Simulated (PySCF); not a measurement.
NMR shielding calculation, with input and output: CH9PSi2

CH9PSi2, computed with GIAO PBE0/pcSseg-1 NMR shielding, non-relativistic, gas phase (PySCF 2.14.0).

The geometry comes from this level: GFN2-xTB, MD frame at 625 fs, 600 K. It belongs to a series of runs on one base structure; here: MD frame at 625 fs, 600 K. Figures and captions count atoms from 1; the log counts them from 0 in places.

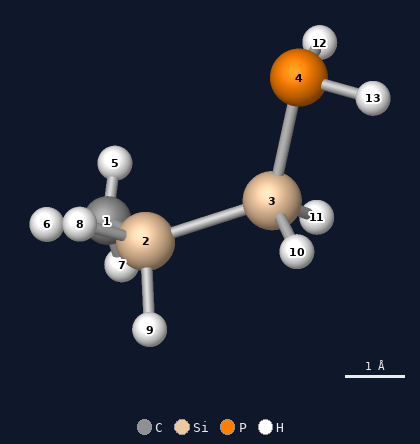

Figure 1. The structure (ball-and-stick view, seen at a tilt; atoms are numbered from 1 in the order of the input).

Results in brief:

- outcome: converged
- total energy: −963.365502 hartree
- HOMO: −7.21 eV
- LUMO: −0.46 eV
- dipole moment: 1.40 D
- isotropic shielding, C: 198.3 ppm
- isotropic shielding, Si: 417.2 to 435.1 ppm
- isotropic shielding, P: 581.9 ppm
- isotropic shielding, H: 26.1 to 32.4 ppm
- hardware: 1 CPU thread, shared host
- wall time: 14 s
- peak memory: 0.68 GiB

Input file:
```
{"job": {"kind": "nmr", "xc": "PBE0", "basis": "pcSseg-1", "pop": false}, "charge": 0, "multiplicity": 1}
C     -2.687500    -1.147700     0.106700
Si    -0.811600    -1.567200    -0.304800
Si     0.682100     0.184400     0.008200
P      1.700800     0.551400     2.029400
H     -2.863400    -0.691600     1.041000
H     -3.063100    -2.123400     0.232100
H     -3.257800    -0.689900    -0.709700
H     -0.606900    -2.912700     0.217800
H     -0.467600    -2.001200    -1.790200
H      1.793300    -0.162200    -0.893900
H      0.028900     1.376900    -0.447500
H      0.859100     1.573700     2.516800
H      2.829900     1.269500     1.470900
```

The first line tells a small driver script what to run in PySCF; the rest is the geometry in Å.

Launched with:
```bash
OMP_NUM_THREADS=1 python <driver script> task.json out
```

What the program printed:
```
coarse grid: 11544 points
cycle   1  E = -963.3153330618  dE = -1.618e-01  |g| = 3.234e-01  |ddm| = 3.057e+00
cycle   2  E = -963.3083672038  dE =  6.966e-03  |g| = 3.566e-01  |ddm| = 6.029e-01
cycle   3  E = -963.3428634862  dE = -3.450e-02  |g| = 3.040e-02  |ddm| = 3.408e-01
cycle   4  E = -963.3431391980  dE = -2.757e-04  |g| = 7.706e-03  |ddm| = 4.915e-02
cycle   5  E = -963.3431594938  dE = -2.030e-05  |g| = 2.272e-03  |ddm| = 1.584e-02
cycle   6  E = -963.3431609698  dE = -1.476e-06  |g| = 4.691e-04  |ddm| = 4.240e-03
final grid: 95336 points
cycle   7  E = -963.3654970342  dE = -1.558e-05  |g| = 4.630e-03  |ddm| = 1.655e-02
cycle   8  E = -963.3654947089  dE =  2.325e-06  |g| = 5.379e-03  |ddm| = 8.288e-03
cycle   9  E = -963.3655022696  dE = -7.561e-06  |g| = 3.127e-04  |ddm| = 4.775e-03
cycle  10  E = -963.3655022913  dE = -2.169e-08  |g| = 8.363e-05  |ddm| = 4.614e-04
cycle  11  E = -963.3655022933  dE = -2.057e-09  |g| = 1.938e-05  |ddm| = 1.587e-04
cycle  12  E = -963.3655022935  dE = -1.294e-10  |g| = 4.355e-06  |ddm| = 4.047e-05
```

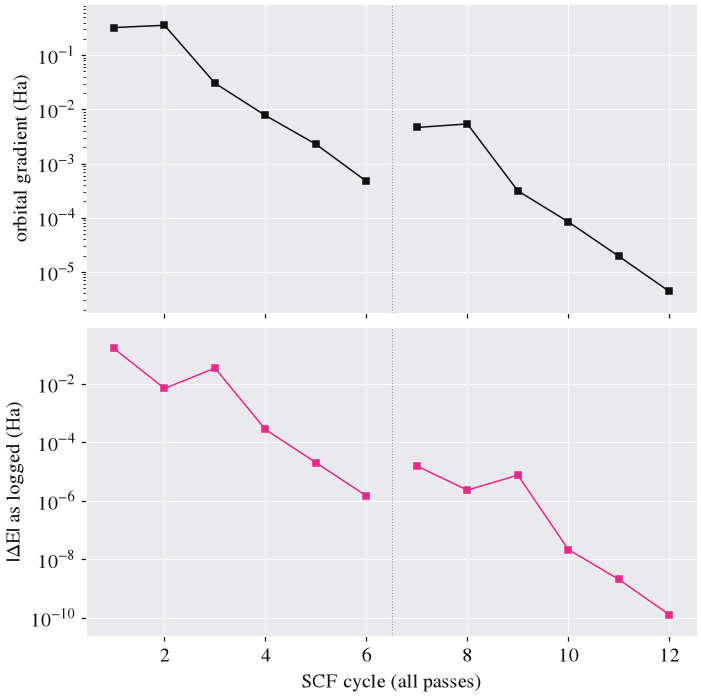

Figure 2. Convergence of the self-consistent field: orbital gradient and size of the energy change against the SCF cycle. The dotted line marks the change from a coarse to the final integration grid. The first 6 cycles use a coarse grid, the final grid takes over at cycle 7, and the field converges after 12 cycles in all.

```
converged SCF energy = -963.3655022935

GIAO shielding tensors (ppm)
atom      isotropic    diamagn.    paramagn.     s11        s22        s33       span
  0 C      198.296     248.213     -49.917    190.575    195.948    208.364     17.789
  1 Si     417.181     879.542    -462.361    358.283    388.061    505.199    146.916
  2 Si     435.112     881.451    -446.339    388.398    450.273    466.665     78.266
  3 P      581.918     966.653    -384.735    516.258    578.686    650.809    134.551
  4 H       32.444      31.264       1.180     27.481     30.485     39.366     11.885
  5 H       32.174      28.271       3.902     26.151     29.981     40.389     14.239
  6 H       31.167      28.643       2.524     26.366     27.863     39.272     12.906
  7 H       27.516      29.796      -2.281     24.113     25.895     32.539      8.426
  8 H       26.130      27.913      -1.783     22.942     24.696     30.753      7.811
  9 H       27.603      30.577      -2.974     22.907     26.963     32.941     10.034
 10 H       27.709      31.569      -3.860     23.206     26.877     33.045      9.838
 11 H       29.322      29.642      -0.321     24.264     26.980     36.720     12.456
 12 H       28.594      28.320       0.274     23.234     26.194     36.353     13.119
```

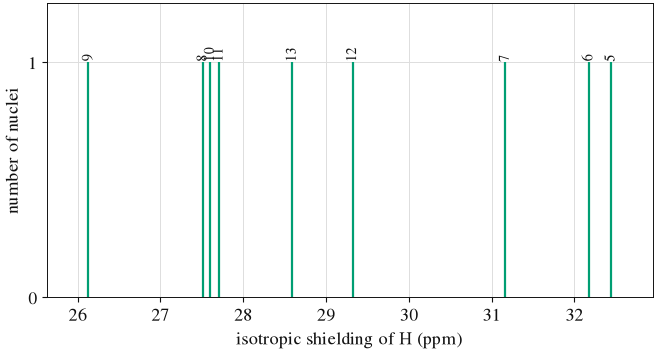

Figure 3. Isotropic shieldings of the hydrogen nuclei in this fixed geometry, labelled by atom number; shielding grows to the right, so chemical shift grows to the left. The least shielded is H9 (26.1 ppm), the most shielded H5 (32.4 ppm).
